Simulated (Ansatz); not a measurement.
Si4IrPd

```
CELL_PARAMETERS angstrom
3.99222 0.00000 0.00000
0.00000 3.99222 0.00000
0.00000 0.00000 5.43145
ATOMIC_POSITIONS crystal
Si 0.00000 0.50000 0.75097
Si 0.50000 0.00000 0.75097
Si 0.00000 0.50000 0.24903
Si 0.50000 0.00000 0.24903
Pd 0.50000 0.50000 0.50000
Ir 0.00000 0.00000 0.00000
```

Space group P4/mmm; a generated structure, not necessarily the stable one; changed on purpose from its base cell (volume × 0.91, shape and atoms relaxed); computed pressure about 18 GPa in this cell; computed without spin polarisation.

The calculation used DFT PBE, scalar-relativistic, plane waves, PAW in Ansatz.

Question: Predict the valence pseudo-density and electron localisation function between the atoms.

Answer: Si–Ir (2.41 Å): ρ is about 0.62 e/Å³ halfway; the ELF peaks at about 0.80 in the valence shell of Si, 0.8 Å from its nucleus, and is about 0.50 at the midpoint.

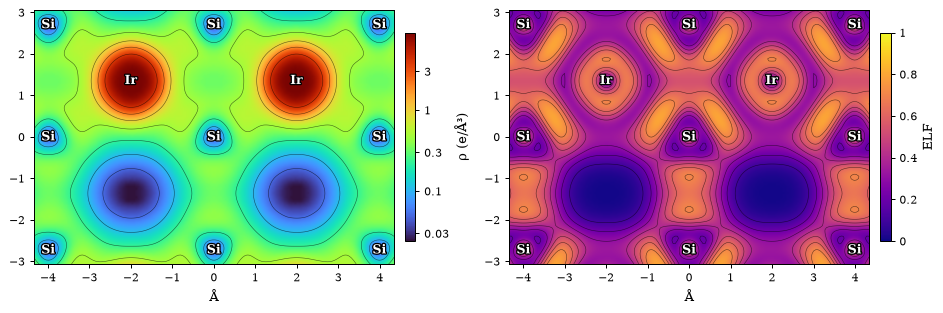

Computed valence pseudo-density and electron localisation function on the (010) plane of the conventional cell, in this order. 

The density is the valence pseudo-density of a PAW calculation; it isn't the true density close to the nuclei.
